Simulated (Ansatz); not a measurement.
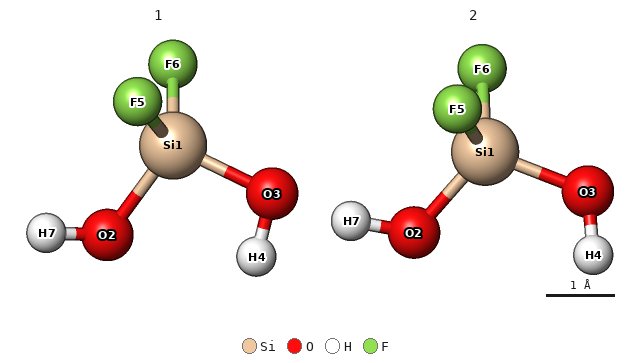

Two geometries of SiH2O2F2, drawn at one scale. One is the start of a relaxation, the other its converged end. A ball-and-stick model, seen face on.

All numbers below come from RKS PBE-D4/def2-SVP (Ansatz 0.2.0). Settings: no spin polarisation; force threshold 0.03 eV/Å; at most 50 steps.

> Which geometry has the lower energy?

Structure 2 is the relaxed one. The run prepares an end point of a later path (reaction) calculation, from a guessed geometry. The energy falls by 3.54 kcal/mol in 7 accepted moves (8 points after the start). The largest force component goes from 1.3 to 0.0056 eV/Å. The line search rejected the trial step at point 3 of the run. The atom that moves furthest after the best rigid fit is H4 (0.39 Å). Largest moves by element: H 0.39 Å, O 0.14 Å, F 0.14 Å, Si 0.11 Å. Some distances before and after: Si1–O2 1.716 → 1.650 Å, Si1–F5 1.619 → 1.624 Å, O3–H4 0.977 → 0.972 Å. Bond angles that change, for instance: Si1–O3–H4 101.1° → 115.1°, O2–Si1–O3 101.0° → 109.5°, O3–Si1–F6 111.8° → 107.5°. Groups turn about Si1–O3 by about 25°.
